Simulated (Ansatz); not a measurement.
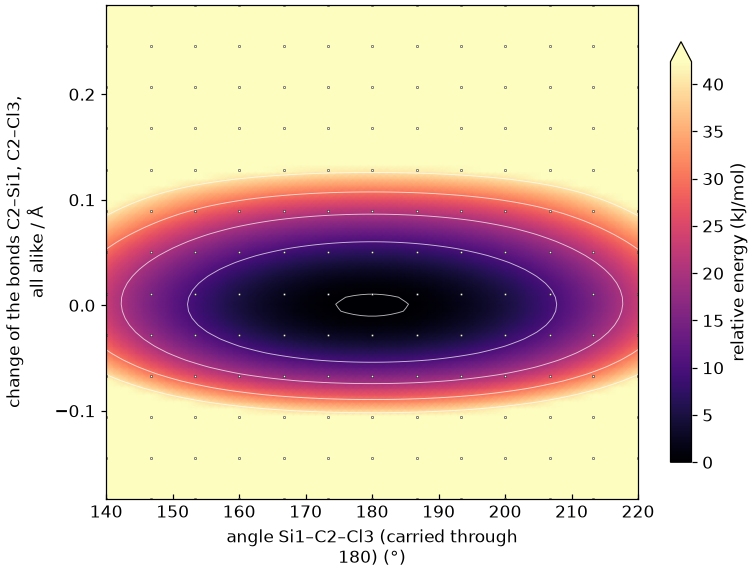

CClSi, SMILES [Si+]#CCl, charge +1. 
- First axis: angle Si1–C2–Cl3 (carried through 180). Second axis: change of the bonds C2–Si1, C2–Cl3, all alike.
- Nothing is relaxed (all other coordinates rigid).
- The grid has 13 × 13 points; 112 points were computed and 57 follow by symmetry.
- Points are written as (first, second).
- All energies are given in kJ/mol relative to the lowest grid point.
- Method: Ansatz 0.2.0, RKS PBE0-D4/def2-TZVP.

Drawn: a smooth colour map with a few white contour lines, dots at the grid points, one colour for all values above the top of the scale. Between grid points the surface is interpolated.

Question: Where is the minimum, and how stiff is the well along each coordinate?

Answer: The interpolated minimum is at the first coordinate ≈ 180.0°, the second coordinate ≈ 0.000 Å. The curvatures there are about 0.85 eV/rad² and 66 eV/Å², with a cross term of about 0 eV/(rad·Å). Round the minimum the two coordinates are nearly uncoupled. (1 eV is 96.5 kJ/mol.)
